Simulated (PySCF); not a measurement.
```json
{"atom": "Hg", "x (Å)": "0.0000", "y (Å)": "0.0000", "z (Å)": "0.6931"}
{"atom": "O", "x (Å)": "1.9372", "y (Å)": "0.2962", "z (Å)": "0.7785"}
{"atom": "H", "x (Å)": "2.3799", "y (Å)": "-0.2829", "z (Å)": "0.1470"}
{"atom": "O", "x (Å)": "-1.9372", "y (Å)": "-0.2962", "z (Å)": "0.7785"}
{"atom": "H", "x (Å)": "-2.3799", "y (Å)": "0.2829", "z (Å)": "0.1470"}
```

Core potentials replace the inner electrons of Hg.

Level of theory: RKS PBE0, Hg def2-SVP with ECP60, O def2-SVP, H def2-SVP; non-relativistic Hamiltonian with scalar-relativistic core potentials where named; density fitting in PySCF 2.14.0.

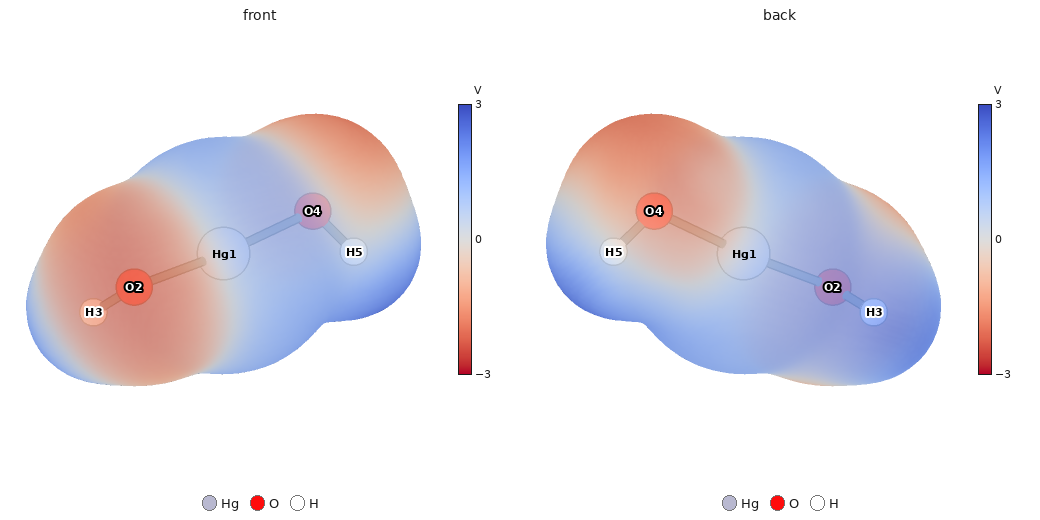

H₂HgO₂. The molecular electrostatic potential painted on the density surface at 0.002 e/bohr³, seen from the front and from behind; red is negative and blue positive.

Question: Where is the surface potential most negative and most positive?

Answer: The most negative region (about −1.8 V) lies over O2 and O4, the most positive (about +2.2 V) over H3 and H5.

Question: What dipole moment does the calculation give?

Answer: Its dipole moment is 1.99 D.
